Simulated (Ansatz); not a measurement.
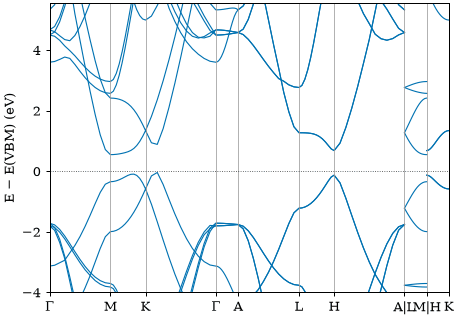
Band structure from plane-wave PAW PBE+D3(BJ) (Ansatz code)

### Question
Read off the gap and where the band edges lie.

### Answer
About 0.6 eV (0.55 eV by a search for the band edges); maximum on the K–Γ line, 14 % of the way from K, minimum at M.

### Question
Which of these materials gives this?
A. WS2, P6_3/mmc (W on 2c, S on 4f)
B. WSe2, P6_3/mmc (W on 2c, Se on 4f)
C. BP, P6_3/mmc (B on 2c, P on 2d)

### Answer
C, BP, P6_3/mmc (B on 2c, P on 2d)

The start of the workflow was typed in or built on a structure type; neither database checked (COD, Materials Project) lists it. It is not the phase usual at ambient conditions (space group No. 216). The PBE+D3(BJ) relaxation kept the symmetry of its start; its stability against distortions is not shown here.

Potentials: the earlier of the program's two PAW sets.
